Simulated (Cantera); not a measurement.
Input: 1 mol Ta2O5, 5.9 mol H2, held at 293 Torr.

Method: chemical equilibrium by Gibbs-energy minimisation in Cantera with the NASA 1993 tables (ideal gas, pure condensed phases). Candidate condensed phases: H2O, Ta, Ta2O5; 12 gas species. Mutual solubility and eutectic melting of coexisting phases are not modelled. Condensed phases not in the tables: N, O or C dissolved in the metal. Kinetics and transport are ignored.

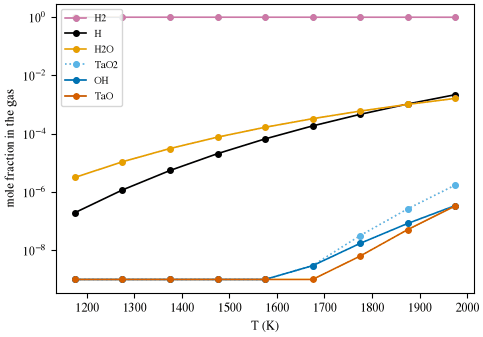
Figure: Equilibrium gas composition (values under 1e-9 drawn at 1e-9)

From 1175 K to 1475 K the condensed part is Ta2O5(s). From 1575 K to 1975 K the condensed part is Ta(s) + Ta2O5(s).
